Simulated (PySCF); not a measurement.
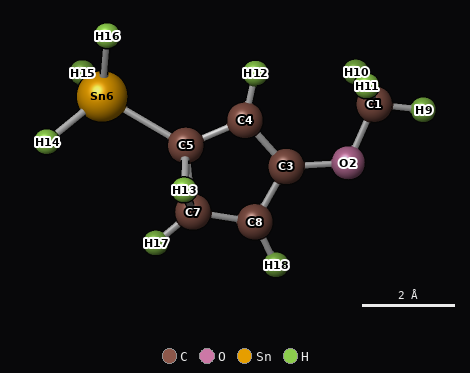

**Figure 1.** The starting structure (ball-and-stick view, seen on its broad side; atoms are numbered from 1 in the order of the input). Sticks mark near contacts.

## Saddle-point search, with input and output: C₆H₁₀OSn

C₆H₁₀OSn, computed with PBE0-D3(BJ)/def2-SVP saddle search from the GFN2-xTB point and Hessian, gas phase (PySCF 2.14.0).

**Input**
```
{"job": {"xc": "PBE0", "basis": "def2-SVP", "kind": "refine"}, "charge": 0, "multiplicity": 1}
C      2.959093     0.986042    -0.194167
O      2.500134    -0.341011    -0.149312
C      1.151361    -0.510789    -0.053697
C      0.162925     0.457432     0.066572
C     -1.085960    -0.176176     0.171536
Sn    -2.982735     0.721827    -0.061483
C     -0.803187    -1.643021     0.106890
C      0.572587    -1.781421    -0.046658
H      4.041861     0.928683    -0.292786
H      2.543189     1.523846    -1.052844
H      2.706568     1.528437     0.723824
H      0.300516     1.521767     0.100526
H     -1.095195    -0.993218     1.179084
H     -4.142346    -0.255279     0.614475
H     -3.368950     0.952001    -1.653683
H     -3.029052     2.195203     0.693677
H     -1.544680    -2.409851    -0.030324
H      1.113871    -2.704471    -0.121628
```

The first line tells a small driver script what to run in PySCF; the rest is the geometry in Å.

Machine: 1 CPU thread, shared host.

Run as:
```bash
OMP_NUM_THREADS=1 python <driver script> task.json out
```

**Output**
```
step      E/eV     max force
  0    -14244.71834   1.1961
  1    -14244.85870   0.3240
  2    -14244.86404   0.0448
  3    -14244.86202   0.1204
  4    -14244.86428   0.0183
  5    -14244.86429   0.0142
```

**Trajectory as extended XYZ (Å, eV, eV/Å), 6 frames, from step=0 to step=5**
```
18
Properties=species:S:1:pos:R:3:forces:R:3 step=0 energy=-14244.71834
C     2.9591    0.9860   -0.1942   -0.1750  -0.5420   0.0350
O     2.5001   -0.3410   -0.1493   -0.7090   0.0370   0.0910
C     1.1514   -0.5108   -0.0537    1.1260  -0.1700  -0.3660
C     0.1629    0.4574    0.0666   -0.1020   0.2850   0.1180
C    -1.0860   -0.1762    0.1715   -0.3430  -0.5310  -0.2170
Sn   -2.9827    0.7218   -0.0615    0.3200  -0.1890   0.1160
C    -0.8032   -1.6430    0.1069    0.0860   0.6710  -0.4290
C     0.5726   -1.7814   -0.0467    0.2640  -0.0750   0.0710
H     4.0419    0.9287   -0.2928    0.3170   0.0740  -0.0310
H     2.5432    1.5238   -1.0528   -0.0950   0.1880  -0.2360
H     2.7066    1.5284    0.7238   -0.0520   0.1840   0.2370
H     0.3005    1.5218    0.1005    0.1320   0.5660   0.1190
H    -1.0952   -0.9932    1.1791   -0.0680   0.0780   0.5210
H    -4.1423   -0.2553    0.6145   -0.5350  -0.5670   0.3710
H    -3.3690    0.9520   -1.6537   -0.1100   0.0730  -0.9270
H    -3.0291    2.1952    0.6937    0.0820   0.7820   0.4360
H    -1.5447   -2.4099   -0.0303   -0.4610  -0.3320   0.0660
H     1.1139   -2.7045   -0.1216    0.3220  -0.5320   0.0250
18
Properties=species:S:1:pos:R:3:forces:R:3 step=1 energy=-14244.85870
C     2.9550    0.9834   -0.1827   -0.0350  -0.1250  -0.0010
O     2.4957   -0.3399   -0.1580   -0.1750   0.0360   0.0170
C     1.1610   -0.5162   -0.0785    0.3130  -0.0440  -0.0710
C     0.1658    0.4614    0.0611    0.0030   0.1890   0.0050
C    -1.0853   -0.1812    0.1472   -0.2300  -0.1610   0.0440
Sn   -3.0015    0.7276   -0.0626   -0.1000   0.0400   0.0210
C    -0.7996   -1.6374    0.0809   -0.0760   0.1630  -0.0400
C     0.5849   -1.7915   -0.0649    0.1100  -0.0840  -0.0170
H     4.0452    0.9406   -0.2807    0.0820   0.0110  -0.0060
H     2.5404    1.5428   -1.0377   -0.0270   0.0360  -0.0520
H     2.7008    1.5213    0.7458   -0.0170   0.0370   0.0600
H     0.3158    1.5332    0.1373    0.0340   0.1360   0.0360
H    -1.0926   -1.0120    1.1880    0.0000   0.0400  -0.0150
H    -4.1721   -0.2713    0.7076    0.0690   0.0360  -0.0320
H    -3.4066    0.8938   -1.7222    0.0320  -0.0190   0.0390
H    -2.9755    2.2776    0.6751    0.0230  -0.0650  -0.0230
H    -1.5606   -2.4052   -0.0364   -0.1000  -0.0740   0.0180
H     1.1292   -2.7270   -0.1195    0.0950  -0.1510   0.0170
18
Properties=species:S:1:pos:R:3:forces:R:3 step=2 energy=-14244.86404
C     2.9485    0.9846   -0.1836    0.0080   0.0190   0.0010
O     2.4898   -0.3370   -0.1626    0.0250   0.0070   0.0010
C     1.1601   -0.5176   -0.0852   -0.0050  -0.0010   0.0040
C     0.1622    0.4649    0.0608   -0.0140   0.0420   0.0070
C    -1.0915   -0.1824    0.1437    0.0420  -0.0090   0.0110
Sn   -3.0039    0.7307   -0.0632    0.0130   0.0080  -0.0020
C    -0.8031   -1.6360    0.0760   -0.0300  -0.0290  -0.0070
C     0.5868   -1.7964   -0.0703    0.0040  -0.0160  -0.0020
H     4.0411    0.9467   -0.2856   -0.0080  -0.0060   0.0020
H     2.5295    1.5497   -1.0360    0.0010  -0.0100   0.0080
H     2.6966    1.5209    0.7495    0.0010  -0.0070  -0.0070
H     0.3183    1.5388    0.1603   -0.0120  -0.0370  -0.0170
H    -1.0895   -1.0210    1.1827   -0.0050   0.0060   0.0070
H    -4.1660   -0.2617    0.7107   -0.0170  -0.0090   0.0120
H    -3.3924    0.8805   -1.7235   -0.0080   0.0030  -0.0120
H    -2.9504    2.2763    0.6679   -0.0040   0.0090   0.0020
H    -1.5704   -2.4045   -0.0328    0.0170   0.0120  -0.0030
H     1.1345   -2.7366   -0.1090   -0.0090   0.0190  -0.0050
18
Properties=species:S:1:pos:R:3:forces:R:3 step=3 energy=-14244.86202
C     2.9259    1.0008   -0.1878    0.0110  -0.0340   0.0020
O     2.4900   -0.3287   -0.1469   -0.0710  -0.0340  -0.0050
C     1.1607   -0.5258   -0.0696    0.0370   0.0310  -0.0100
C     0.1555    0.4491    0.0848   -0.0040  -0.1090   0.0000
C    -1.0925   -0.2085    0.1568   -0.0380   0.0220  -0.0280
Sn   -2.9869    0.7416   -0.0672    0.0080   0.0150   0.0310
C    -0.7981   -1.6600    0.0721    0.0850   0.0850   0.0060
C     0.5950   -1.8086   -0.0708   -0.0110   0.0470   0.0170
H     4.0155    0.9785   -0.3219   -0.0110   0.0100   0.0070
H     2.4702    1.5519   -1.0299    0.0160   0.0050  -0.0010
H     2.6909    1.5357    0.7498    0.0050   0.0160   0.0050
H     0.3004    1.5213    0.1911    0.0100   0.0500   0.0040
H    -1.0948   -1.0612    1.1848    0.0030  -0.0010   0.0130
H    -4.1906   -0.1942    0.7212    0.0220   0.0180  -0.0150
H    -3.3581    0.8791   -1.7339   -0.0170  -0.0030   0.0090
H    -2.8739    2.3011    0.6380   -0.0180  -0.0470  -0.0200
H    -1.5586   -2.4294   -0.0537   -0.0390  -0.0420  -0.0030
H     1.1494   -2.7430   -0.1167    0.0120  -0.0270  -0.0130
18
Properties=species:S:1:pos:R:3:forces:R:3 step=4 energy=-14244.86428
C     2.9502    0.9850   -0.1812   -0.0010  -0.0020   0.0010
O     2.4910   -0.3366   -0.1597   -0.0040  -0.0020  -0.0010
C     1.1606   -0.5173   -0.0854    0.0090  -0.0010   0.0030
C     0.1615    0.4648    0.0573   -0.0060  -0.0170  -0.0030
C    -1.0910   -0.1839    0.1411   -0.0030   0.0030  -0.0030
Sn   -3.0045    0.7309   -0.0620    0.0030  -0.0010   0.0050
C    -0.8026   -1.6376    0.0751    0.0070   0.0030  -0.0020
C     0.5878   -1.7965   -0.0700   -0.0010   0.0010  -0.0020
H     4.0430    0.9454   -0.2782    0.0000   0.0000   0.0000
H     2.5349    1.5476   -1.0365    0.0000   0.0020  -0.0010
H     2.6942    1.5227    0.7496    0.0000   0.0010   0.0010
H     0.3149    1.5383    0.1484    0.0010   0.0150   0.0030
H    -1.0899   -1.0215    1.1811   -0.0010   0.0000   0.0050
H    -4.1672   -0.2594    0.7174    0.0010   0.0020   0.0000
H    -3.4010    0.8823   -1.7211   -0.0020  -0.0010  -0.0020
H    -2.9496    2.2775    0.6689    0.0000   0.0000  -0.0020
H    -1.5684   -2.4063   -0.0353   -0.0040  -0.0020   0.0000
H     1.1363   -2.7355   -0.1096    0.0000   0.0000  -0.0010
18
Properties=species:S:1:pos:R:3:forces:R:3 step=5 energy=-14244.86429
C     2.9494    0.9858   -0.1797    0.0000  -0.0010  -0.0010
O     2.4911   -0.3361   -0.1591    0.0020   0.0020   0.0020
C     1.1609   -0.5178   -0.0859   -0.0050  -0.0030  -0.0050
C     0.1606    0.4634    0.0552    0.0030   0.0130   0.0050
C    -1.0915   -0.1860    0.1386    0.0030  -0.0020   0.0000
Sn   -3.0040    0.7315   -0.0613    0.0020  -0.0010   0.0000
C    -0.8017   -1.6395    0.0731   -0.0050  -0.0010   0.0010
C     0.5888   -1.7973   -0.0713    0.0010   0.0010   0.0020
H     4.0426    0.9471   -0.2712    0.0000  -0.0010   0.0000
H     2.5378    1.5471   -1.0377   -0.0010   0.0010   0.0000
H     2.6883    1.5245    0.7492    0.0000  -0.0010   0.0010
H     0.3127    1.5377    0.1469   -0.0010  -0.0080  -0.0010
H    -1.0902   -1.0230    1.1794    0.0010   0.0000  -0.0040
H    -4.1671   -0.2527    0.7246   -0.0010  -0.0010   0.0020
H    -3.4072    0.8806   -1.7191    0.0000  -0.0020  -0.0010
H    -2.9417    2.2796    0.6655    0.0010   0.0020  -0.0010
H    -1.5670   -2.4090   -0.0370    0.0010   0.0010  -0.0010
H     1.1382   -2.7359   -0.1101   -0.0010   0.0000  -0.0010
```

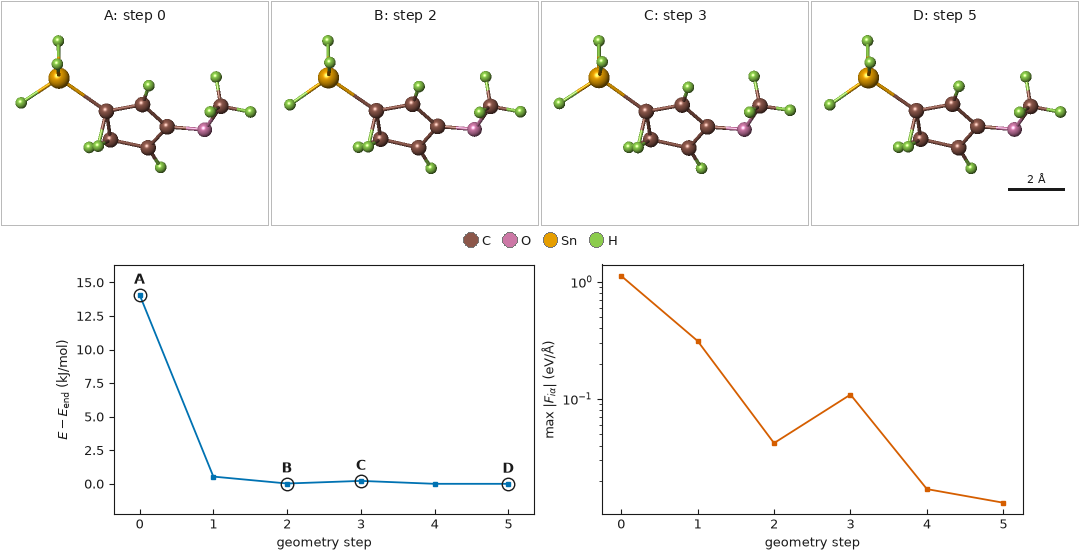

**Figure 2.** Frames of the saddle-point search (ball-and-stick view, seen at a tilt) above the curves, on which the letters mark them (steps are counted from 0).

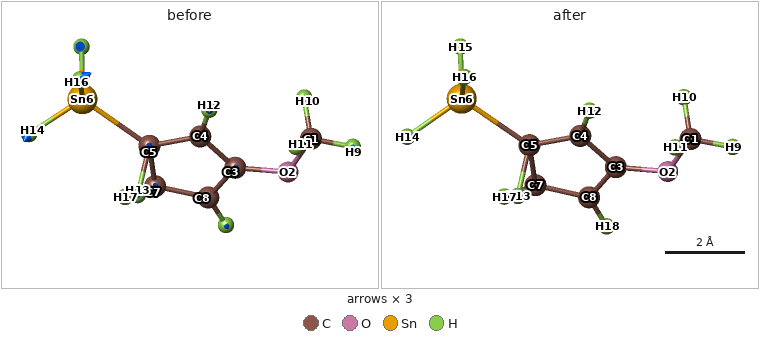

**Figure 3.** Before (left) and after (right) the saddle-point search, at one scale (ball-and-stick view, seen at a tilt). The blue arrows give the displacements, magnified 3 times. H16 moves most after the best rigid fit: 0.12 Å. Largest moves by element: H 0.12 Å, C 0.03 Å, Sn 0.02 Å, O 0.01 Å. Distances before and after: Sn6–H15 1.654 → 1.713 Å, Sn6–H14 1.660 → 1.714 Å, C5–H13 1.297 → 1.336 Å, C3–C4 1.389 → 1.408 Å. Among the angles that change: H13–C7–H17 108.0° → 105.4°, C5–Sn6–H16 110.7° → 108.5°, C5–Sn6–H15 112.0° → 109.9°. The energy falls by 14.1 kJ/mol in 5 geometry steps. The largest force component goes from 1.1 to 0.013 eV/Å. (Atoms are counted from 1 in the order of the input.)

**Key numbers**

| quantity | value |
| --- | --- |
| outcome | converged |
| total energy | −523.489112 hartree |
| wall time | 2.1 min |
| peak memory | 0.84 GiB |
